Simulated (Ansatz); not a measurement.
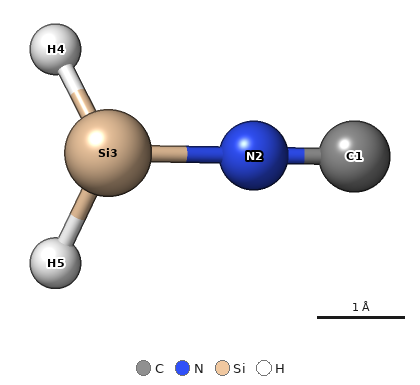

Figure 1. The structure (ball-and-stick view, seen on its broad side; atoms are numbered from 1 in the order of the input).

## What a change does: single-point calculation on CH2NSi

System: CH2NSi, multiplicity 2.
Method of the first run: UKS PBE-D4/def2-TZVPP (Ansatz 0.2.0).

The geometry comes from this level: PBE0-D4/def2-TZVP. Text and figures count atoms from 1; the logs count them from 0 in places.

## Input file, the first run
```yaml
crystal:
  periodic: [false, false, false]
  atoms:
    - {symbol: C, position_ang: [0.805353, -0.864808, 1.842011]}
    - {symbol: N, position_ang: [0.429629, -0.432411, 0.816635]}
    - {symbol: Si, position_ang: [0.019461, 0.121291, -0.771401]}
    - {symbol: H, position_ang: [-1.312770, -0.427331, -1.120555]}
    - {symbol: H, position_ang: [0.058326, 1.603249, -0.766689]}
basis:
  gaussian: {orbitals: def2-TZVPP}
magnetization: {spin_polarized: true, initial_magnetization: 1}
hamiltonian: {xc: pbe, dispersion: d4}
```

Launched with:
```bash
ansatz run in.yaml --threads 2 --pin off --events-out ev --progress --plain --max-ram 4352MiB
```

Hardware: 2 threads of Arm Neoverse V1, 23 GiB of memory available, shared host.

## Output (the first run)
```
Functional definition: PBE
  parameter kappa = 0.804
  parameter beta = 0.06672455060314922
  exchange = pbe_x(kappa = kappa, mu = beta*pi^2/3)
  correlation = pbe_c(beta = beta)
741 factors; their error is unknown
mean field evaluation 1: about -10421.0457 eV, gradient 4.2e1 eV
mean field evaluation 2: about -10380.5366 eV, gradient 9.0e1 eV
mean field evaluation 4: about -10428.3337 eV, gradient 1.1e1 eV
mean field evaluation 8: about -10428.8979 eV, gradient 1.1e-1 eV
mean field evaluation 16: about -10428.8798 eV, gradient 2.6e-4 eV
mean field -10428.87979771 eV, -383.2542636171 hartree, gradient 6.4e-5 eV, S^2 0.752662; 0 other end points of the search recorded, 0 dependent functions left out
reference -10428.87983414 eV, -383.2542649561 hartree; 15, 14 occupied and 117, 118 virtual orbitals, 741 factors
Total energy: -10428.97035935 eV, -383.2575916962 hartree
```

For the second run the input was changed thus:
```diff
-    - {symbol: C, position_ang: [0.805353, -0.864808, 1.842011]}
-    - {symbol: N, position_ang: [0.429629, -0.432411, 0.816635]}
-    - {symbol: Si, position_ang: [0.019461, 0.121291, -0.771401]}
-    - {symbol: H, position_ang: [-1.312770, -0.427331, -1.120555]}
-    - {symbol: H, position_ang: [0.058326, 1.603249, -0.766689]}
+    - {symbol: C, position_ang: [0.804219, -0.864172, 1.842776]}
+    - {symbol: N, position_ang: [0.428700, -0.431893, 0.817273]}
+    - {symbol: Si, position_ang: [0.019976, 0.120936, -0.771355]}
+    - {symbol: H, position_ang: [-1.311899, -0.427580, -1.121255]}
+    - {symbol: H, position_ang: [0.059002, 1.602710, -0.767439]}
```

Predict how the results change.

The energy is the same within 0.01 kcal/mol.

## Output (the second run)
```
Functional definition: PBE
  parameter kappa = 0.804
  parameter beta = 0.06672455060314922
  exchange = pbe_x(kappa = kappa, mu = beta*pi^2/3)
  correlation = pbe_c(beta = beta)
741 factors; their error is unknown
mean field evaluation 1: about -10421.0486 eV, gradient 4.2e1 eV
mean field evaluation 2: about -10380.5694 eV, gradient 9.0e1 eV
mean field evaluation 4: about -10428.3347 eV, gradient 1.1e1 eV
mean field evaluation 8: about -10428.8979 eV, gradient 1.1e-1 eV
mean field evaluation 16: about -10428.8797 eV, gradient 2.6e-4 eV
mean field -10428.87971313 eV, -383.2542605089 hartree, gradient 6.4e-5 eV, S^2 0.752662; 0 other end points of the search recorded, 0 dependent functions left out
reference -10428.87974956 eV, -383.2542618479 hartree; 15, 14 occupied and 117, 118 virtual orbitals, 741 factors
Total energy: -10428.97027658 eV, -383.2575886545 hartree
```

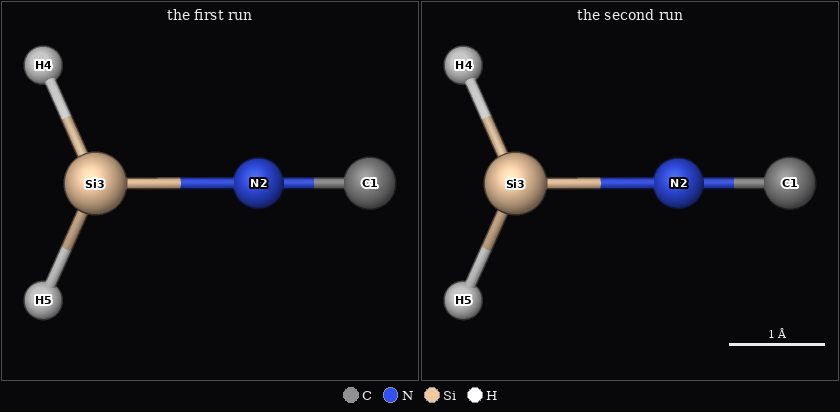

Figure 2. The two input geometries at one scale (ball-and-stick view, seen at a tilt). The atoms keep their places after the best rigid fit (all moves are under 0.005 Å).

## The two runs side by side

```csv
quantity,the first run,the second run
outcome,converged,converged
total energy (hartree),−383.257592,−383.257589
⟨S²⟩,0.753,0.753
basis functions,132,132
wall time (shared host),1.7 s,1.9 s
```
